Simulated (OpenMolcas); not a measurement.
**Multiconfigurational calculation for Mo⁴⁺ complex**

Mo⁴⁺ with 6 ligands (Cl; octahedron, 2.5 Å), neutralised by 6 outer point charges of +0.33 e, whose field is part of the energies. Computed at this level: state-averaged CASSCF, active space 2 electrons in the shell 4d, basis ANO-RCC-VTZP on the metal and ANO-RCC-VDZP on the ligands, DKH2 scalar Hamiltonian, spin-orbit coupling by RASSI with atomic mean-field integrals (OpenMolcas).

Output (extracts):
```
--- SEWARD ---
Basis set label: MO.ANO-RCC...7S6P4D2F1G.

      Electronic valence basis set:
      ------------------
      Associated Effective Charge  42.000000 au
      Associated Actual Charge     42.000000 au
      Nuclear Model: Point charge

      Shell  nPrim  nBasis  Cartesian Spherical Contaminant
         s      21       7        X
         p      18       6        X
         d      13       4                 X
         f       6       2                 X
         g       4       1                 X
                  Relativistic Douglas-Kroll-Hess integrals:
                    - DKH order of Hamiltonian: 2
                    - DKH order of Properties : 0
                  Atomic mean-field integrals
--- RASSCF ---
Wave function specifications:
      -----------------------------

      Number of closed shell electrons         144
      Number of electrons in active shells       2
      Max number of holes in RAS1 space          0
      Max nr of electrons in RAS3 space          0
      Number of inactive orbitals               72
      Number of active orbitals                  5
      Number of secondary orbitals              99
      Spin quantum number                      1.0
      State symmetry                             1
Orbital specifications:
      -----------------------

      Symmetry species                           1   2
                                                ag  au
      Frozen orbitals                            0   0
      Inactive orbitals                         36  36
      Active orbitals                            5   0
      RAS1 orbitals                              0   0
      RAS2 orbitals                              5   0
      RAS3 orbitals                              0   0
      Secondary orbitals                        49  50
      Deleted orbitals                           0   0
      Number of basis functions                 90  86
      Number of CSFs                            10
      Number of root(s) required                10
      Iter CI   SX   CI       RASSCF       Energy    max ROT     max BLB   max BLB  Level Ln srch  Step   QN
          iter iter root      energy       change     param      element    value   shift minimum  type update
 Nr of preliminary CI iterations:   1
      Total energies have been shifted. Add                -6000.00 au
        1   1   11    0  -810.90219930    0.00E+00  -1.06E-01*   7  54 2 -2.68E-01*  1.21   0.00    SX    NO
        2   1   12    0  -811.57941065   -6.77E-01* -9.44E-02   36  39 1  1.97E-01*  0.97   0.00    SX    NO
        3   1   12    0  -811.81907288   -2.40E-01* -6.75E-02   36  39 1  1.29E-01*  0.79   0.00    SX    NO
        4   1   12    0  -811.89106842   -7.20E-02*  3.74E-02   36  39 1  6.95E-02*  0.70   0.00    SX    NO
        5   1   11    0  -811.91370440   -2.26E-02*  3.79E-02   36  39 1  3.96E-02*  0.72   2.24    LS   YES
        6   1   11    0  -811.92369738   -9.99E-03*  1.66E-02   14  44 2 -1.49E-02*  0.74   1.22    QN   YES
        7   1   11    0  -811.92669044   -2.99E-03*  8.10E-03   14  42 1 -6.98E-03*  0.73   1.51    LS   YES
        8   1   11    0  -811.92707602   -3.86E-04*  2.31E-03    8  55 2 -8.86E-03*  0.73   1.05    QN   YES
        9   1   10    0  -811.92742770   -3.52E-04*  1.15E-03   14  42 1 -2.58E-03*  0.73   1.50    LS   YES
       10   1   10    0  -811.92747223   -4.45E-05* -6.87E-04    9  63 1 -3.89E-03*  0.73   1.01    QN   YES
       11   1    9    0  -811.92750684   -3.46E-05*  5.77E-04    9  63 1 -7.47E-04*  0.73   1.35    QN   YES
       12   1    8    0  -811.92751486   -8.02E-06* -2.09E-04    9  59 2  2.92E-04*  0.73   1.23    QN   YES
       13   1    8    0  -811.92751599   -1.13E-06*  1.12E-04    9  59 2  1.67E-04*  0.73   1.44    QN   YES
       14   1    7    0  -811.92751627   -2.85E-07*  5.41E-05   27  38 1  5.51E-05   0.73   1.27    QN   YES
       15   1    7    0  -811.92751632   -5.17E-08* -4.42E-05   16  37 1  3.16E-05   0.73   1.54    QN   YES
       16   1    6    0  -811.92751634   -2.07E-08*  2.40E-05   36  46 2  1.73E-05   0.73   1.41    QN   YES
       17   1    6    0  -811.92751635   -6.45E-09  -1.22E-05   36  46 2  1.12E-05   0.73   1.50    QN   YES
      Convergence after 17 iterations
       18   1    6    0  -811.92751635   -2.18E-09  -1.22E-05   14  57 1  4.93E-06   0.73   1.50    QN   YES
      Natural orbitals and occupation numbers for root  1
      sym 1:   0.977988   0.022012   0.022012   0.977988  -0.000000
      Natural orbitals and occupation numbers for root  2
      sym 1:   0.977960   0.977960  -0.000000   0.022040   0.022040
      Natural orbitals and occupation numbers for root  3
      sym 1:   0.022049   0.977951   0.000000   0.977951   0.022049
::    RASSCF root number  1 Total energy:  -6812.00455810
::    RASSCF root number  2 Total energy:  -6812.00455810
::    RASSCF root number  3 Total energy:  -6812.00455810
::    RASSCF root number  4 Total energy:  -6811.92320258
::    RASSCF root number  5 Total energy:  -6811.92320258
::    RASSCF root number  6 Total energy:  -6811.92320258
::    RASSCF root number  7 Total energy:  -6811.88614590
::    RASSCF root number  8 Total energy:  -6811.88614590
::    RASSCF root number  9 Total energy:  -6811.88614590
::    RASSCF root number 10 Total energy:  -6811.83344380
--- RASSCF ---
Wave function specifications:
      -----------------------------

      Number of closed shell electrons         144
      Number of electrons in active shells       2
      Max number of holes in RAS1 space          0
      Max nr of electrons in RAS3 space          0
      Number of inactive orbitals               72
      Number of active orbitals                  5
      Number of secondary orbitals              99
      Spin quantum number                      0.0
      State symmetry                             1
Orbital specifications:
      -----------------------

      Symmetry species                           1   2
                                                ag  au
      Frozen orbitals                            0   0
      Inactive orbitals                         36  36
      Active orbitals                            5   0
      RAS1 orbitals                              0   0
      RAS2 orbitals                              5   0
      RAS3 orbitals                              0   0
      Secondary orbitals                        49  50
      Deleted orbitals                           0   0
      Number of basis functions                 90  86
      Number of CSFs                            15
      Number of root(s) required                15
      Iter CI   SX   CI       RASSCF       Energy    max ROT     max BLB   max BLB  Level Ln srch  Step   QN
          iter iter root      energy       change     param      element    value   shift minimum  type update
 Nr of preliminary CI iterations:   1
      Total energies have been shifted. Add                -6000.00 au
        1   1   10    0  -811.88315004    0.00E+00  -9.41E-03   37  43 1 -5.42E-03*  0.72   0.00    SX    NO
        2   1   10    0  -811.88365928   -5.09E-04*  4.69E-03   29  39 1  3.60E-03*  0.72   0.00    SX    NO
        3   1    9    0  -811.88382901   -1.70E-04*  2.65E-03   29  39 1  2.21E-03*  0.72   0.00    SX    NO
        4   1    9    0  -811.88389230   -6.33E-05*  1.48E-03   33  37 1 -1.56E-03*  0.72   0.00    SX    NO
        5   1    9    0  -811.88391759   -2.53E-05*  2.19E-03   33  37 1 -1.08E-03*  0.72   2.50    LS   YES
        6   1    8    0  -811.88393478   -1.72E-05* -4.38E-04   33  37 1 -3.83E-04*  0.72   1.21    QN   YES
        7   1    7    0  -811.88393624   -1.46E-06*  2.85E-04   28  42 1 -2.03E-04*  0.72   1.47    QN   YES
        8   1    7    0  -811.88393680   -5.55E-07* -1.69E-04   29  39 1 -1.45E-04*  0.72   1.47    QN   YES
        9   1    7    0  -811.88393697   -1.75E-07*  1.01E-04   29  39 1 -1.02E-04*  0.72   1.36    QN   YES
       10   1    6    0  -811.88393702   -4.83E-08*  7.99E-05   29  39 1 -5.51E-05   0.72   1.56    QN   YES
       11   1    6    0  -811.88393704   -2.00E-08* -2.62E-05   28  42 1  2.00E-05   0.72   1.37    QN   YES
       12   1    5    0  -811.88393705   -4.49E-09   1.06E-05   28  42 1  1.17E-05   0.72   1.30    QN   YES
      Convergence after 12 iterations
       13   1    5    0  -811.88393705   -7.21E-10   1.06E-05   28  42 1  5.23E-06   0.72   1.30    QN   YES
      Natural orbitals and occupation numbers for root  1
      sym 1:   0.000000   0.987590   0.015096   0.982810   0.014504
      Natural orbitals and occupation numbers for root  2
      sym 1:   0.013813   0.979088   0.000000   0.015369   0.991731
      Natural orbitals and occupation numbers for root  3
      sym 1:   0.015999   0.013242   0.000000   0.974180   0.996579
::    RASSCF root number  1 Total energy:  -6811.95899098
::    RASSCF root number  2 Total energy:  -6811.95899098
::    RASSCF root number  3 Total energy:  -6811.95899098
::    RASSCF root number  4 Total energy:  -6811.95771503
::    RASSCF root number  5 Total energy:  -6811.95771503
::    RASSCF root number  6 Total energy:  -6811.90326572
::    RASSCF root number  7 Total energy:  -6811.87910702
::    RASSCF root number  8 Total energy:  -6811.87910702
::    RASSCF root number  9 Total energy:  -6811.87910702
::    RASSCF root number 10 Total energy:  -6811.86776287
::    RASSCF root number 11 Total energy:  -6811.86776287
::    RASSCF root number 12 Total energy:  -6811.86776287
::    RASSCF root number 13 Total energy:  -6811.79135415
::    RASSCF root number 14 Total energy:  -6811.79135415
::    RASSCF root number 15 Total energy:  -6811.74006897
--- RASSI ---
SPIN-FREE ENERGIES:
  (Shifted by EMIN (a.u.) =      -6812.0045581004)

 SF State       Relative EMIN(au)   Rel lowest level(eV)    D:o, cm**(-1)

     1             0.0000000000        0.0000000000              0.0000
     2             0.0000000000        0.0000000000              0.0000
     3             0.0000000000        0.0000000000              0.0000
    11             0.0455671207        1.2399445214          10000.8270
    12             0.0455671207        1.2399445214          10000.8270
    13             0.0455671207        1.2399445214          10000.8270
    14             0.0468430671        1.2746647923          10280.8649
    15             0.0468430671        1.2746647923          10280.8649
     4             0.0813555216        2.2137965216          17855.4731
     5             0.0813555216        2.2137965216          17855.4731
     6             0.0813555216        2.2137965216          17855.4731
    16             0.1012923811        2.7563061065          22231.1080
     7             0.1184121989        3.2221600798          25988.4737
     9             0.1184121994        3.2221600936          25988.4738
     8             0.1184121994        3.2221600936          25988.4738
    17             0.1254510766        3.4136976993          27533.3288
    18             0.1254510766        3.4136976993          27533.3288
    19             0.1254510766        3.4136976993          27533.3288
    20             0.1367952259        3.7223877284          30023.0818
    21             0.1367952259        3.7223877284          30023.0818
    22             0.1367952259        3.7223877284          30023.0818
    10             0.1711143049        4.6562574417          37555.2490
    23             0.2132039472        5.8015749565          46792.8577
    24             0.2132039472        5.8015749565          46792.8577
    25             0.2644891280        7.1971158200          58048.6539
     Dipole printing threshold changed to   1.00000000E+00
Eigenvalues of complex Hamiltonian:
   -----------------------------------
  (Shifted by EMIN (a.u.) =      -6812.0045581004)

 SO State       Relative EMIN(au)   Rel lowest level(eV)    D:o, cm**(-1)

     1            -0.0025759219        0.0000000001              0.0000
     2            -0.0025759219        0.0000000000              0.0000
     3            -0.0024054429        0.0046389694             37.4158
     4            -0.0024054429        0.0046389693             37.4158
     5            -0.0024054429        0.0046389693             37.4158
     6             0.0019445771        0.1230090448            992.1349
     7             0.0019445771        0.1230090448            992.1349
     8             0.0019445771        0.1230090448            992.1349
     9             0.0039590408        0.1778253932           1434.2585
    10             0.0452164946        1.3004979055          10489.2230
    11             0.0452164946        1.3004979055          10489.2230
    12             0.0452164946        1.3004979055          10489.2230
    13             0.0468107450        1.3438796676          10839.1205
    14             0.0468107450        1.3438796676          10839.1205
    15             0.0796580769        2.2377011021          18048.2766
    16             0.0807341089        2.2669814261          18284.4383
    17             0.0807341089        2.2669814261          18284.4383
    18             0.0807341089        2.2669814255          18284.4383
    19             0.0821897376        2.3065911005          18603.9119
    20             0.0821897376        2.3065910999          18603.9119
    21             0.0821897376        2.3065910998          18603.9119
    22             0.0822952774        2.3094629833          18627.0752
    23             0.0822952773        2.3094629826          18627.0752
    24             0.1007060365        2.8104452615          22667.7697
    25             0.1164785956        3.2396384606          26129.4463
    26             0.1171702641        3.2584597191          26281.2500
    27             0.1171702641        3.2584597192          26281.2500
    28             0.1171702644        3.2584597255          26281.2501
    29             0.1189704613        3.3074455787          26676.3476
    30             0.1189704613        3.3074455786          26676.3476
    31             0.1189704615        3.3074455853          26676.3477
    32             0.1198541838        3.3314928928          26870.3023
    33             0.1198541841        3.3314929027          26870.3024
    34             0.1261798783        3.5036238100          28258.6318
    35             0.1261798783        3.5036238098          28258.6318
    36             0.1261798783        3.5036238106          28258.6318
    37             0.1369558125        3.7968519179          30623.6760
    38             0.1369558125        3.7968519179          30623.6760
    39             0.1369558125        3.7968519179          30623.6760
    40             0.1715072779        4.7370451872          38206.8461
    41             0.1715072779        4.7370451872          38206.8461
Weights of the five most important spin-orbit-free states for each spin-orbit state.

 SO State  Total energy (au)           Spin-free states, spin, and weights
 -------------------------------------------------------------------------------------------------------
    1        -0.002576       3 1.0  0.6616    2 1.0  0.1661    1 1.0  0.1650   14 0.0  0.0034    5 1.0  0.0017
    2        -0.002576       1 1.0  0.4968    2 1.0  0.4957   15 0.0  0.0034    6 1.0  0.0023    4 1.0  0.0006
    3        -0.002405       1 1.0  0.4975    3 1.0  0.4944    2 1.0  0.0033   12 0.0  0.0027    5 1.0  0.0007
    4        -0.002405       2 1.0  0.4976    3 1.0  0.4845    1 1.0  0.0131   13 0.0  0.0026    4 1.0  0.0007
    5        -0.002405       2 1.0  0.4943    1 1.0  0.4846    3 1.0  0.0163   11 0.0  0.0027    4 1.0  0.0007
    6         0.001945       3 1.0  0.4992    2 1.0  0.2920    1 1.0  0.2072    6 1.0  0.0006    4 1.0  0.0004
    7         0.001945       3 1.0  0.4992    1 1.0  0.2921    2 1.0  0.2072    6 1.0  0.0006    5 1.0  0.0004
    8         0.001945       2 1.0  0.4992    1 1.0  0.4992    4 1.0  0.0006    5 1.0  0.0006   22 0.0  0.0001
    9         0.003959       2 1.0  0.3326    1 1.0  0.3326    3 1.0  0.3326   16 0.0  0.0018    7 1.0  0.0001
   10         0.045216      13 0.0  0.9853    6 1.0  0.0051    4 1.0  0.0050    3 1.0  0.0016    2 1.0  0.0015
   11         0.045216      12 0.0  0.9853    6 1.0  0.0051    5 1.0  0.0050    3 1.0  0.0016    1 1.0  0.0015
   12         0.045216      11 0.0  0.9853    4 1.0  0.0051    5 1.0  0.0051    1 1.0  0.0016    2 1.0  0.0016
```

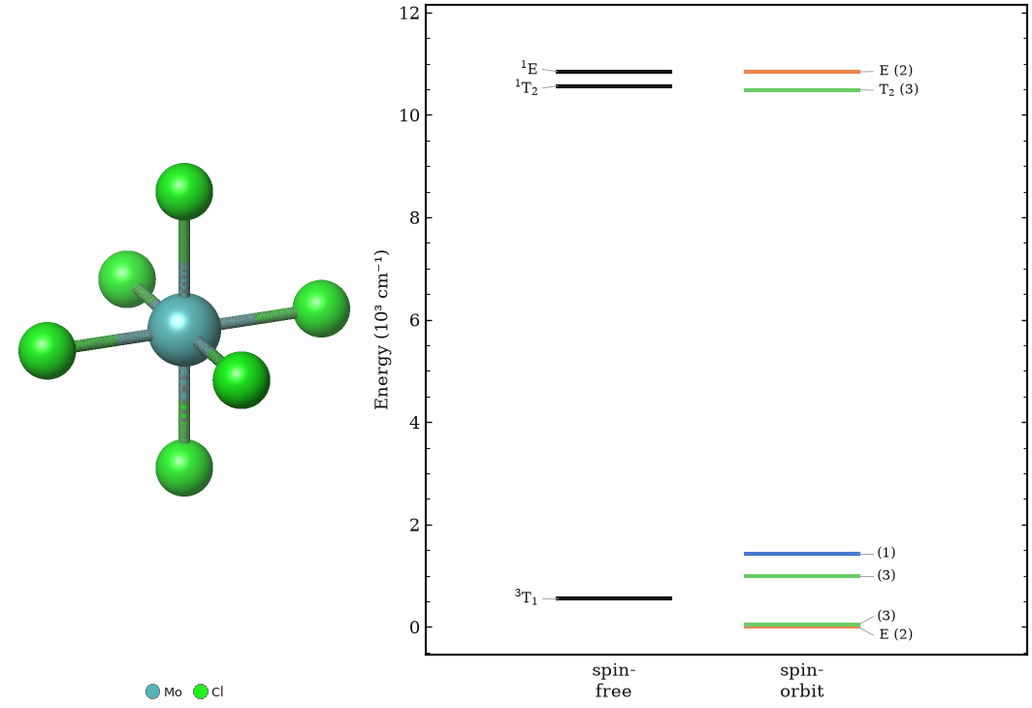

Fig. 1: Mo⁴⁺ (4d²) with 6 ligands, Cl⁻, at 2.5 Å (arrangement: octahedron, Oh), neutralised by outer point charges of +0.33 e, and its levels. Labels give the representation in O, Td, D4 or D3 as the site allows (double group for half-integer spin) where it could be assigned and, in brackets, the degeneracy; spin-free states, where drawn, share the zero of the spin-orbit levels. The ground level is E, doubly degenerate, 100 % from states of spin multiplicity 3. Its principal g values are all close to zero. The next level lies at 37 cm⁻¹. The lowest spin-free state is ³T₁. The active orbitals hold 73 to 91 % metal character (Löwdin), and the Mulliken charge of the metal is +1.29.

Input file:
```
&GATEWAY
Coord
7

Mo 0.0 0.0 0.0
Cl 2.500000 0.000000 0.000000
Cl 0.000000 2.500000 0.000000
Cl -2.500000 0.000000 0.000000
Cl 0.000000 -2.500000 0.000000
Cl 0.000000 0.000000 2.500000
Cl 0.000000 0.000000 -2.500000
Basis=Mo.ANO-RCC-VTZP,Cl.ANO-RCC-VDZP
Group=XYZ
NoMove
AngMom=0.0 0.0 0.0
AMFI
RICD
XField
3 Angstrom 0
5.100000 0.000000 0.000000 0.333333
0.000000 5.100000 0.000000 0.333333
0.000000 0.000000 5.100000 0.333333
&SEWARD
&RASSCF
FileOrb=start.orb
Symmetry=1
Spin=3
nActEl=2 0 0
Inactive=36 36
Ras2=5 0
CIRoot=10 10 1
SDav=10
CIMx=300
Iter=150 100
PrWF=0.3
OrbListing=Nothing
MaxOrb=0
LevShft=1.0
>>> COPY $Project.JobIph JOB001
&RASSCF
FileOrb=start.orb
Symmetry=1
Spin=1
nActEl=2 0 0
Inactive=36 36
Ras2=5 0
CIRoot=15 15 1
SDav=15
CIMx=300
Iter=150 100
PrWF=0.3
OrbListing=Nothing
MaxOrb=0
LevShft=1.0
>>> COPY $Project.JobIph JOB002
&RASSI
NrOfJobIphs=2 10 15
1 2 3 4 5 6 7 8 9 10
1 2 3 4 5 6 7 8 9 10 11 12 13 14 15
IphNames
JOB001
JOB002
EJob
SpinOrbit
DIPRint=1.0
SOCoupling=1000.0
Subsets=2
Property=9
'ANGMOM' 1 'ANGMOM' 2 'ANGMOM' 3 'MLTPL  1' 1 'MLTPL  1' 2 'MLTPL  1' 3
'AMFI' 1 'AMFI' 2 'AMFI' 3
SOProperty=3
'ANGMOM' 1 'ANGMOM' 2 'ANGMOM' 3
```

The file start.orb holds starting orbitals from an earlier step. A driver script formed the levels outside the program, from RASSI's spin-orbit matrix and the active-space energies, averaged over the components of each term or state.

Launched with:
```bash
OMP_NUM_THREADS=1 MOLCAS_MEM=2457 MOLCAS_PROJECT=a pymolcas a.inp > a.log  # once for each step of the input, in one work folder
```

Results in brief:

- outcome: converged
- energy of the lowest spin-free term: −6812.00456 hartree
- energy of the lowest spin-orbit level: −6812.00713 hartree
- largest spread among components of a term: 0.0 cm⁻¹
- hardware: 1 thread of Intel Xeon @ 2.90GHz (Ice Lake), 16 GiB of memory available, shared host
- wall time: 37 s
- peak memory: 0.41 GiB

Remarks:

Without dynamic correlation the splittings between terms come out too large, often by 20 to 50 %. Limits: covalent bonds, ligand orbitals missing from the active space; distances are set from ionic radii, not optimised.
